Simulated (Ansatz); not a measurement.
**A correction line for PBE0-D4/def2-TZVPP: vertical ionisation energy**

The vertical ionisation energy (cation less neutral) in eV of 7 Ga-containing molecules: x at PBE0-D4/def2-TZVPP, y at CCSD(T)/def2-TZVPP. Shapes, held fixed at every level: PBE0-D4/def2-TZVP. Programs: Ansatz 0.2.0.

```
              molecule  x (eV)  y (eV)
GaBr (SMILES [Ga][Br])    9.53    9.53
GaCl (SMILES [Cl][Ga])    9.80    9.79
             GaH3(NH3)    9.86   10.12
             PH3(GaH3)   10.11       ?
             GaH3(OH2)   10.18   10.45
             GaH3(SH2)   10.18   10.44
  GaF (SMILES [F][Ga])   10.40   10.38
```

**Question.** Fit y = c + s·x to the known rows and predict y for PH3(GaH3).

**Answer.** 
1. Means of the 6 rows: x = 9.9917, y = 10.118.
2. Σ(Δx)² = 0.50488, Σ(Δx·Δy) = 0.56422, so the slope is 0.56422/0.50488 = 1.1175.
3. Intercept: 10.118 − (1.1175) × 9.9917 = -1.048. The largest residual of the fit is 0.19.
4. PH3(GaH3): -1.048 + 1.1175 × 10.11 = 10.25 eV.

CCSD(T)/def2-TZVPP gives 10.35 eV, so the prediction is off by -0.10 eV, within the largest residual. Uncorrected, PBE0-D4/def2-TZVPP misses it by -0.24 eV, and the other rows by 0.14 on average. The line removes about 60 % of this miss. Left out in turn, the other rows are missed by 0.20 eV on average, worse than no correction. Cations run unrestricted. Relativity is left out for Br, Ga. Outer-core shells of Br, Ga are correlated, in sets that cover them unevenly.

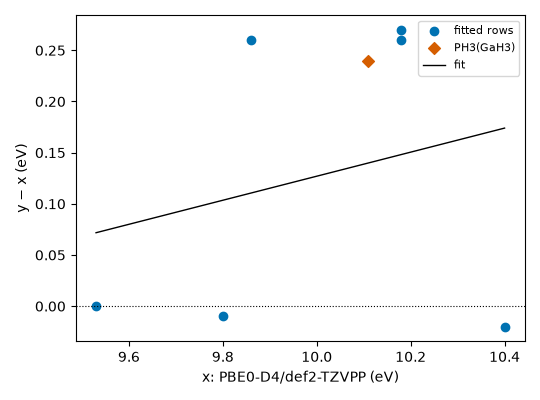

The correction y − x against x, with the fitted line and the withheld molecule.
